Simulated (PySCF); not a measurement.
# Run report: C$_{8}$H$_{12}$O$_{8}$Si, geometry relaxation (part 2 of 2)

Continued. System: C$_{8}$H$_{12}$O$_{8}$Si (Si(OAc)4), SMILES CC(=O)O[Si](OC(C)=O)(OC(C)=O)OC(C)=O. Method: PBE0-D3(BJ)/def2-SVP geometry optimisation, gas phase (PySCF 2.14.0). It belongs to a series of runs on one base structure; here: ligand (all four): Me to OAc1.

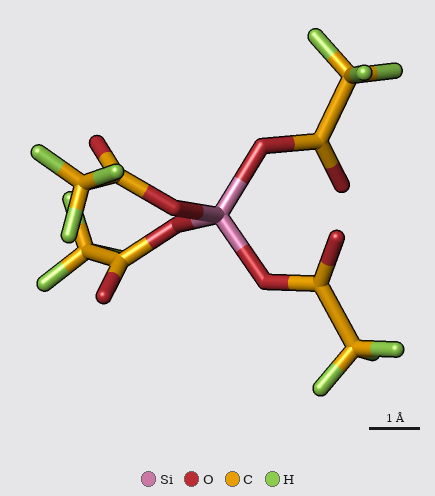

*The geometry at step 15 of the log (stick view, seen at a tilt).*

### Trajectory as extended XYZ, continued
```
29
Properties=species:S:1:pos:R:3:forces:R:3 step=10 energy=-32701.48021
Si   -0.0489    0.0117    0.0115    0.0562   0.0078  -0.0152
O    -0.2404    0.1590    1.6550   -0.0051  -0.0265   0.0187
C    -1.2724   -0.3739    2.3517   -0.0051   0.0474   0.0123
C    -1.0527   -0.2775    3.8257   -0.0039  -0.0135  -0.0022
O    -2.2200   -0.8700    1.8093   -0.0031  -0.0195  -0.0198
H    -1.9808   -0.5113    4.3586    0.0058  -0.0050  -0.0023
H    -0.6791    0.7187    4.0970   -0.0019   0.0053  -0.0009
H    -0.2761   -1.0083    4.0997    0.0145   0.0028   0.0077
O     1.5816    0.1766   -0.2803   -0.0057  -0.0287  -0.0300
C     2.2178    1.3631   -0.4056   -0.0207   0.0528  -0.0043
C     3.6377    1.1991   -0.8410   -0.0220  -0.0426   0.0050
O     1.6617    2.4074   -0.2039    0.0024   0.0341   0.0167
H     4.1752    2.1471   -0.7299   -0.0113  -0.0003  -0.0007
H     3.6383    0.8977   -1.9001   -0.0039  -0.0097   0.0011
H     4.1252    0.3970   -0.2710    0.0084   0.0015   0.0036
O    -0.9991    1.1817   -0.6916    0.0142   0.0019  -0.0338
C    -0.7719    1.6182   -1.9544   -0.0073  -0.0005   0.0370
C    -1.5523    2.8509   -2.2668    0.0060  -0.0012  -0.0029
O    -0.0021    1.0595   -2.6864    0.0027  -0.0061  -0.0128
H    -1.4960    3.0701   -3.3385    0.0012  -0.0007   0.0000
H    -1.1091    3.6806   -1.6946   -0.0035   0.0033   0.0076
H    -2.5941    2.7423   -1.9375   -0.0095  -0.0011  -0.0015
O    -0.5179   -1.4533   -0.6166   -0.0088  -0.0070   0.0031
C    -0.2796   -2.6401   -0.0111   -0.0113  -0.0119   0.0258
C    -0.9716   -3.7664   -0.7057   -0.0035   0.0051   0.0027
O     0.3942   -2.7267    0.9782    0.0087   0.0042  -0.0046
H    -0.6030   -4.7248   -0.3244   -0.0006   0.0040   0.0010
H    -0.8331   -3.6908   -1.7924    0.0047  -0.0070  -0.0061
H    -2.0508   -3.6799   -0.5042    0.0025   0.0109  -0.0051
29
Properties=species:S:1:pos:R:3:forces:R:3 step=12 energy=-32701.48237
Si   -0.0424    0.0051    0.0000    0.0054   0.0114  -0.0033
O    -0.2120    0.1614    1.6465   -0.0156  -0.0036  -0.0047
C    -1.2449   -0.3604    2.3500    0.0402  -0.0501  -0.0062
C    -1.0245   -0.2430    3.8225   -0.0245   0.0060   0.0034
O    -2.1875   -0.8721    1.8124   -0.0106   0.0324   0.0187
H    -1.9433   -0.5026    4.3598    0.0088  -0.0022  -0.0005
H    -0.6879    0.7701    4.0812   -0.0013  -0.0017   0.0012
H    -0.2204   -0.9406    4.1046   -0.0011   0.0118  -0.0091
O     1.5822    0.1670   -0.3190   -0.0471  -0.0134   0.0159
C     2.2219    1.3548   -0.4150    0.0157   0.0185  -0.0046
C     3.6423    1.1816   -0.8433   -0.0009   0.0210  -0.0165
O     1.6713    2.3984   -0.1944    0.0106  -0.0278   0.0062
H     4.1827    2.1285   -0.7386    0.0025   0.0003  -0.0031
H     3.6458    0.8681   -1.8989    0.0012  -0.0073   0.0030
H     4.1242    0.3834   -0.2627   -0.0011   0.0050   0.0053
O    -1.0028    1.1742   -0.6917    0.0102  -0.0197   0.0018
C    -0.7903    1.6229   -1.9513    0.0071   0.0135  -0.0052
C    -1.5977    2.8419   -2.2511   -0.0036   0.0006  -0.0015
O    -0.0140    1.0846   -2.6921   -0.0149   0.0035  -0.0074
H    -1.5376    3.0788   -3.3188    0.0023   0.0017   0.0023
H    -1.1837    3.6743   -1.6608   -0.0068  -0.0077  -0.0004
H    -2.6403    2.7003   -1.9352    0.0067  -0.0002  -0.0025
O    -0.5249   -1.4603   -0.6173    0.0204   0.0075   0.0081
C    -0.2790   -2.6457   -0.0109    0.0046   0.0059  -0.0101
C    -0.9721   -3.7726   -0.7028   -0.0170   0.0011   0.0093
O     0.4039   -2.7288    0.9724    0.0031  -0.0020  -0.0045
H    -0.6197   -4.7306   -0.3059   -0.0003  -0.0014   0.0023
H    -0.8158   -3.7107   -1.7884    0.0082  -0.0027   0.0074
H    -2.0531   -3.6700   -0.5207   -0.0025  -0.0005  -0.0050
29
Properties=species:S:1:pos:R:3:forces:R:3 step=15 energy=-32701.48499
Si    0.0008   -0.0227   -0.0367   -0.0618   0.0274   0.0466
O    -0.1515    0.1477    1.6117    0.0084  -0.0106  -0.0330
C    -1.1823   -0.3583    2.3277   -0.0273  -0.0204   0.0005
C    -0.9654   -0.2022    3.7964    0.0414   0.0106   0.0023
O    -2.1305   -0.8750    1.8039    0.0146   0.0110  -0.0041
H    -1.8518   -0.5372    4.3443   -0.0161  -0.0017   0.0059
H    -0.7295    0.8447    4.0336   -0.0041  -0.0012   0.0030
H    -0.0921   -0.8066    4.0854   -0.0048   0.0012  -0.0006
O     1.6115    0.1508   -0.3957    0.1080   0.0148  -0.0029
C     2.2425    1.3489   -0.4541   -0.0372  -0.0453  -0.0185
C     3.6492    1.2101   -0.9345   -0.0069  -0.0128  -0.0056
O     1.6897    2.3719   -0.1598   -0.0017   0.0359   0.0167
H     4.1590    2.1781   -0.8878   -0.0029   0.0005   0.0007
H     3.6280    0.8428   -1.9717    0.0013   0.0026   0.0012
H     4.1797    0.4584   -0.3333    0.0013  -0.0012   0.0005
O    -0.9849    1.1232   -0.7269    0.0278  -0.0723   0.0197
C    -0.7989    1.6424   -1.9627   -0.0011   0.0614  -0.0350
C    -1.6994    2.8095   -2.2013   -0.0030   0.0122  -0.0313
O     0.0119    1.2022   -2.7299   -0.0393  -0.0072   0.0513
H    -1.6140    3.1415   -3.2414   -0.0076   0.0082  -0.0028
H    -1.4003    3.6214   -1.5207    0.0045  -0.0076  -0.0052
H    -2.7376    2.5446   -1.9568    0.0059  -0.0033  -0.0044
O    -0.4811   -1.5008   -0.6212   -0.0005  -0.0030   0.0037
C    -0.2555   -2.6705    0.0244    0.0093  -0.0004  -0.0151
C    -1.0188   -3.7949   -0.5932    0.0006   0.0007  -0.0040
O     0.4675   -2.7410    0.9792   -0.0048   0.0055   0.0037
H    -0.7509   -4.7408   -0.1109   -0.0006  -0.0012   0.0016
H    -0.8218   -3.8368   -1.6737   -0.0005   0.0027   0.0021
H    -2.0929   -3.5936   -0.4640   -0.0030  -0.0066   0.0031
29
Properties=species:S:1:pos:R:3:forces:R:3 step=17 energy=-32701.48605
Si   -0.0033   -0.0195   -0.0273    0.0026   0.0022   0.0049
O    -0.1515    0.1468    1.6203    0.0051   0.0012  -0.0043
C    -1.1823   -0.3560    2.3390   -0.0030  -0.0056   0.0054
C    -0.9587   -0.2025    3.8075   -0.0036   0.0000  -0.0008
O    -2.1341   -0.8671    1.8170    0.0018   0.0007  -0.0007
H    -1.8473   -0.5302    4.3574    0.0025   0.0011   0.0000
H    -0.7142    0.8422    4.0450    0.0009   0.0012   0.0003
H    -0.0904   -0.8150    4.0939    0.0020  -0.0014  -0.0008
O     1.6104    0.1508   -0.3874    0.0062   0.0013   0.0014
C     2.2378    1.3488   -0.4514   -0.0016  -0.0056  -0.0064
C     3.6393    1.2115   -0.9475    0.0023   0.0001   0.0026
O     1.6888    2.3719   -0.1482   -0.0049   0.0038   0.0014
H     4.1502    2.1789   -0.9003   -0.0007   0.0000  -0.0008
H     3.6082    0.8502   -1.9865   -0.0032   0.0005  -0.0016
H     4.1752    0.4563   -0.3555    0.0006   0.0002  -0.0019
O    -0.9898    1.1252   -0.7172   -0.0044   0.0136  -0.0073
C    -0.8058    1.6391   -1.9571   -0.0011  -0.0071   0.0099
C    -1.7001    2.8083   -2.2072    0.0004  -0.0016   0.0036
O     0.0012    1.1872   -2.7208    0.0066  -0.0006  -0.0081
H    -1.6151    3.1291   -3.2508   -0.0009  -0.0013   0.0002
H    -1.3945    3.6255   -1.5362   -0.0009   0.0013   0.0014
H    -2.7390    2.5514   -1.9581   -0.0033  -0.0001   0.0006
O    -0.4846   -1.4966   -0.6158   -0.0063  -0.0027  -0.0003
C    -0.2541   -2.6684    0.0234    0.0036  -0.0024   0.0010
C    -1.0072   -3.7950   -0.6032    0.0040  -0.0019  -0.0009
O     0.4648   -2.7398    0.9814   -0.0035   0.0011   0.0013
H    -0.7299   -4.7420   -0.1283    0.0008   0.0006  -0.0007
H    -0.8100   -3.8261   -1.6839   -0.0023   0.0004  -0.0008
H    -2.0837   -3.6071   -0.4719    0.0003   0.0011   0.0016
```

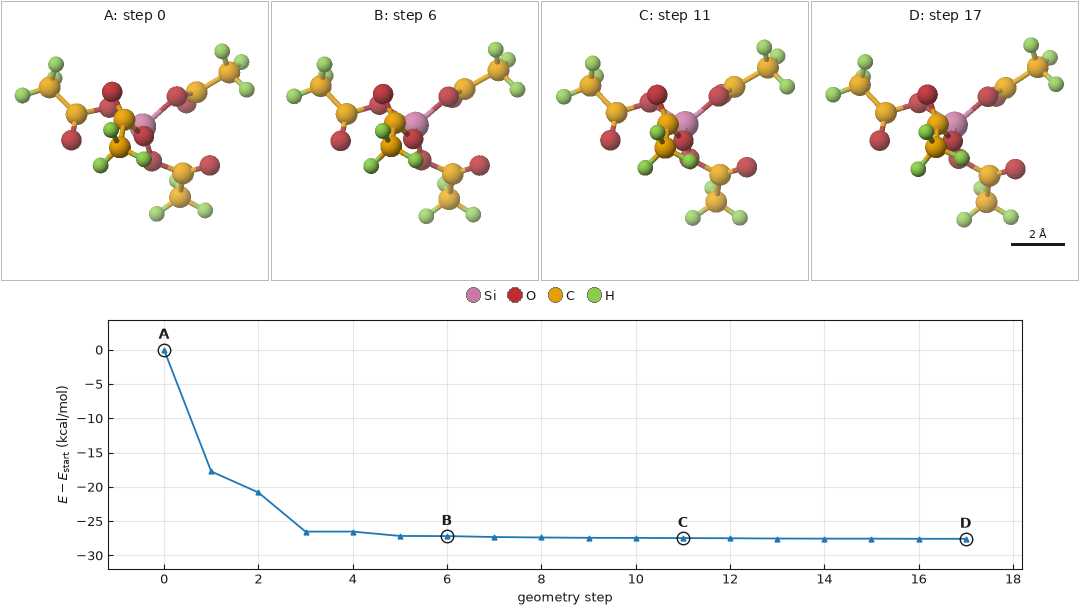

*Frames of the relaxation (ball-and-stick view, seen at a tilt) above the curves, on which the letters mark them (steps are counted from 0).*

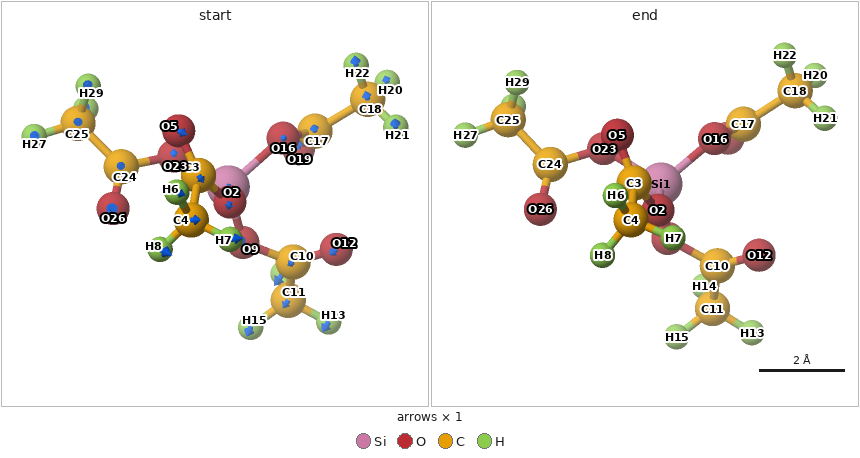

*Before (left) and after (right) the relaxation, at one scale (ball-and-stick view, seen at a tilt). The blue arrows give the displacements, at true length.*

The energy falls by 27.6 kcal/mol in 17 geometry steps. Largest force component: 5.8 eV/Å at the start, 0.014 eV/Å at the end. The largest move after the best rigid fit is that of H14, 0.37 Å. By element the largest moves are H 0.37 Å, O 0.34 Å, C 0.26 Å, Si 0.09 Å. Among the contacts that change: Si1–O23 1.568 → 1.661 Å, C4–H6 1.179 → 1.095 Å, Si1–O9 1.581 → 1.662 Å, Si1–O16 1.739 → 1.661 Å. Among the angles that change: C3–C4–H6 102.2° → 110.0°, O2–C3–C4 104.8° → 111.7°, H27–C25–H28 116.9° → 110.9°. (Atoms are counted from 1 in the order of the input.)
